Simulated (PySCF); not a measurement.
System: H6O4Si2 (SMILES O[Si](O)(O)O[SiH3]).

```yaml
atoms:
  - { symbol: O, position_ang: [-1.6225, -0.0792, -1.4946] }
  - { symbol: Si, position_ang: [-0.8197, -0.3963, -0.0957] }
  - { symbol: O, position_ang: [0.1716, -1.6823, -0.3691] }
  - { symbol: O, position_ang: [-1.9716, -0.6220, 1.0606] }
  - { symbol: O, position_ang: [0.1820, 0.8041, 0.4084] }
  - { symbol: Si, position_ang: [1.7986, 1.1666, 0.2330] }
  - { symbol: H, position_ang: [-2.4638, 0.3747, -1.3923] }
  - { symbol: H, position_ang: [-0.1790, -2.3807, -0.9287] }
  - { symbol: H, position_ang: [-1.6903, -0.4640, 1.9662] }
  - { symbol: H, position_ang: [1.9781, 2.6013, 0.5946] }
  - { symbol: H, position_ang: [2.6198, 0.3207, 1.1477] }
  - { symbol: H, position_ang: [2.2461, 0.9547, -1.1750] }
```

Geometry: PBE0-D3(BJ)/def2-SVP.

Method: PySCF, PBE0/pcSseg-2, SCF density, gas phase, non-relativistic.

> What will maps of the electron density and electron localisation function show?

Si–O (1.64 Å): ρ at the midpoint is about 1.2 e/Å³; the ELF peaks at about 0.85 between the atoms: a polar covalent bond.

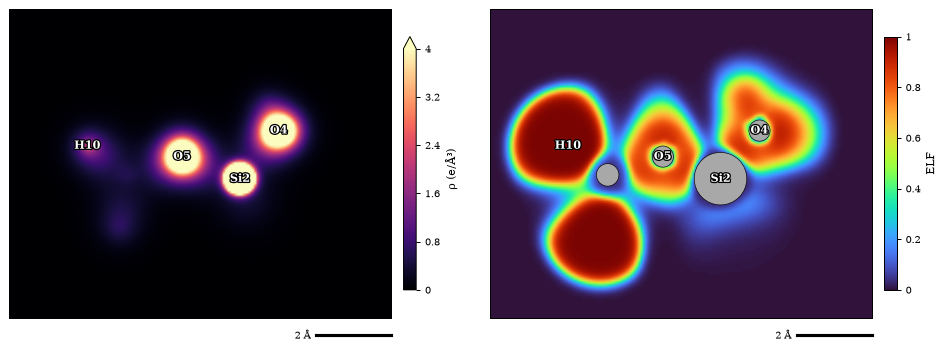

Computed electron density and electron localisation function on the plane of atoms O4, Si2 and O5, in this order. Grey discs cover the atomic cores in the ELF map. 
